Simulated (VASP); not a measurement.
Band structure of CdS (zinc blende). These are PBE GGA, VASP's PBE PAW potentials (set 64) (plane waves; VASP) values and carry that method's errors.

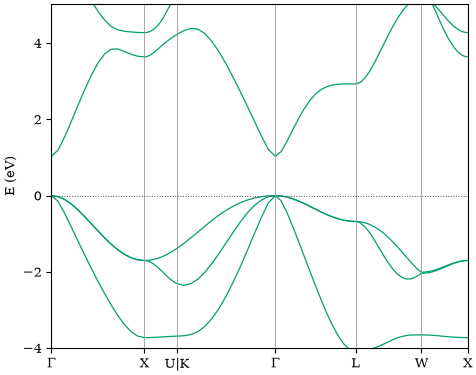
Figure: Bands along high-symmetry lines, zero at the valence-band maximum or, without a gap, the Fermi level

**Question.** Read the plot: is there a gap, and where are the band edges?

**Answer.** The gap is direct, 1.03 eV, from the valence maximum at Γ to the conduction minimum at Γ. (Edges off the drawn lines would not show.)

Measured: gap 2.48 eV at 4 K (computed value off by -1.45 eV), as given by arXiv:1206.3780.

The compound is CdS in the zinc blende structure, a metastable form; wurtzite is the usual one. It was relaxed first, which changed the volume by +6 %.
